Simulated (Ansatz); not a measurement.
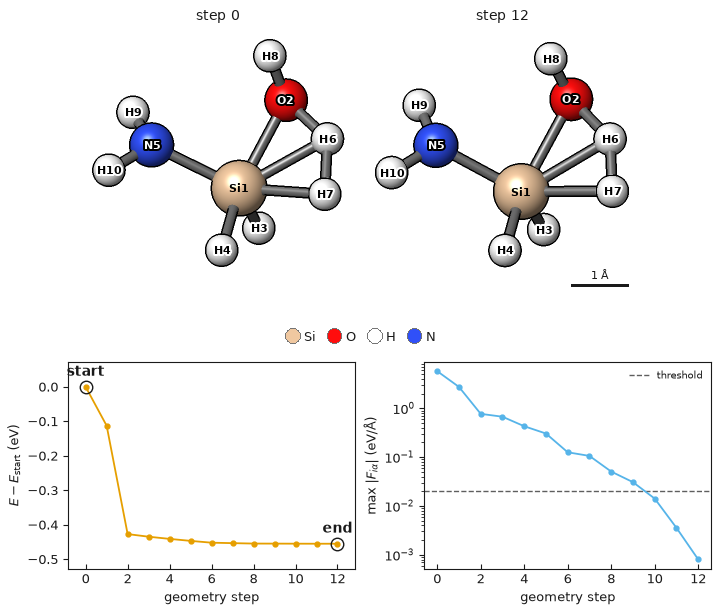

First and last geometry of a saddle-point search of SiNH₇O, with the history of the run. The picture is a ball-and-stick view, seen at a tilt.

Level of theory: RKS PBE0-D4/def2-SVP (Ansatz).

Input file:
```yaml
crystal:
  periodic: [false, false, false]
  atoms:
    - {symbol: Si, position_ang: [-0.156488, -0.508390, 0.151908]}
    - {symbol: O, position_ang: [1.374594, 0.442497, -0.064839]}
    - {symbol: H, position_ang: [0.274983, -1.745291, -0.525771]}
    - {symbol: H, position_ang: [-1.295024, -0.947119, 1.057440]}
    - {symbol: N, position_ang: [-1.075439, 0.633271, -0.788804]}
    - {symbol: H, position_ang: [1.412819, -0.105523, 0.980601]}
    - {symbol: H, position_ang: [0.720836, -0.716956, 1.608945]}
    - {symbol: H, position_ang: [1.311048, 1.421003, 0.023175]}
    - {symbol: H, position_ang: [-0.836672, 0.967324, -1.603624]}
    - {symbol: H, position_ang: [-2.062387, 0.653675, -0.720776]}
basis:
  gaussian: {orbitals: def2-SVP}
hamiltonian: {xc: pbe0, dispersion: d4}
saddle:
  f_tol: 0.02
  max_steps: 40
  mode_guess:
    - [-0.0720, -0.2093, 0.2160]
    - [0.1282, 0.0135, 0.0647]
    - [-0.0597, -0.0447, -0.0335]
    - [-0.2385, -0.0484, 0.0256]
    - [0.0930, -0.0013, 0.1082]
    - [0.2740, 0.5776, -0.4404]
    - [-0.3301, -0.1902, -0.1144]
    - [0.0654, 0.0076, 0.0930]
    - [0.0636, -0.0666, 0.0843]
    - [0.0761, -0.0380, -0.0033]
```

Launched with:
```bash
ansatz run in.yaml --threads 2 --pin off --events-out ev --progress --plain --max-ram 4352MiB
```

**Read the history and describe the run.**

It converged. The atom that moves furthest after the best rigid fit is H9 (0.13 Å). Largest moves by element: H 0.13 Å, Si 0.07 Å, O 0.04 Å, N 0.03 Å. Some distances before and after: N5–H9 0.912 → 1.014 Å, Si1–O2 1.815 → 1.909 Å, Si1–H7 1.714 → 1.799 Å, H6–H7 1.117 → 1.042 Å. Among the angles between lasting bonds that change: Si1–O2–H8 117.1° → 110.9°, N5–Si1–H7 144.0° → 139.8°, O2–Si1–H7 74.5° → 70.4°. After 12 geometry steps the energy has fallen by 0.455 eV. Largest force component: 5.8 eV/Å at the start, 0.0008 eV/Å at the end. The run took 3.7 min on 2 threads of Arm Neoverse N1 (shared host).
